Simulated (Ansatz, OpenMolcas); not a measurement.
**Strength of the C–H bond: CH2I2 → CHI2 + H**

Species: CH2I2 (diiodomethane) `ICI`, singlet; CHI2 `I[CH]I`, doublet; H atom, doublet. 

Shapes, held fixed at every level: PBE0-D4/def2-TZVP. Programs: Ansatz 0.2.0, OpenMolcas 26.06. The zero-point and thermal change to 298 K, harmonic and unscaled (PBE0-D4/def2-TZVP), is -28.9 kJ/mol.

```csv
level,kind,ΔH(298 K) (kJ/mol),less CCSD(T)/def2-TZVPP
HF/def2-TZVPP,Hartree–Fock,+306.8,-92.7
PBE-D4/def2-TZVPP,GGA,+382.4,-17.1
M06-2X/def2-SVP,global hybrid,+404.8,+5.3
B3LYP-D4/def2-TZVPP,global hybrid,+394.4,-5.1
BHLYP-D4/def2-TZVPP,global hybrid,+393.5,-6.0
PBE0-D4/def2-TZVPP,global hybrid,+386.9,-12.6
MP2/def2-TZVPP,perturbation theory,+406.5,+7.0
CCSD(T)/def2-TZVPP,coupled cluster or CI,+399.5,0.0
```

The highest level, CCSD(T)/def2-TZVPP, gives ΔH(298 K) = +399.5 kJ/mol; the levels span +306.8 to +406.5. The column of differences is taken from that level and isn't an error. Hartree–Fock misses the correlation of the pair that is broken and comes out low. No measured value is set beside it here. Open shells run unrestricted unless RO is named. For atoms past krypton def2 sets carry core potentials with scalar relativity. Correlated rows may include outer-core shells of I, which these sets cover unevenly.

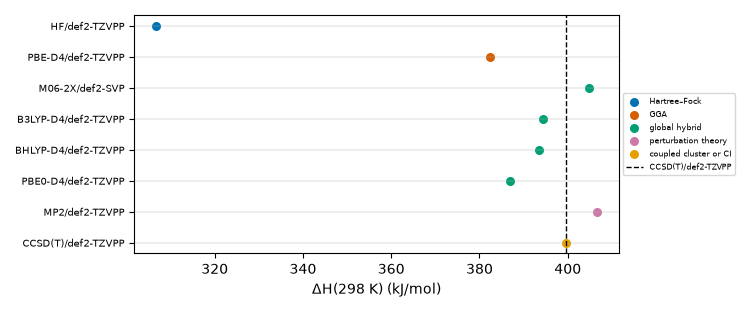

The values of the table, level by level.
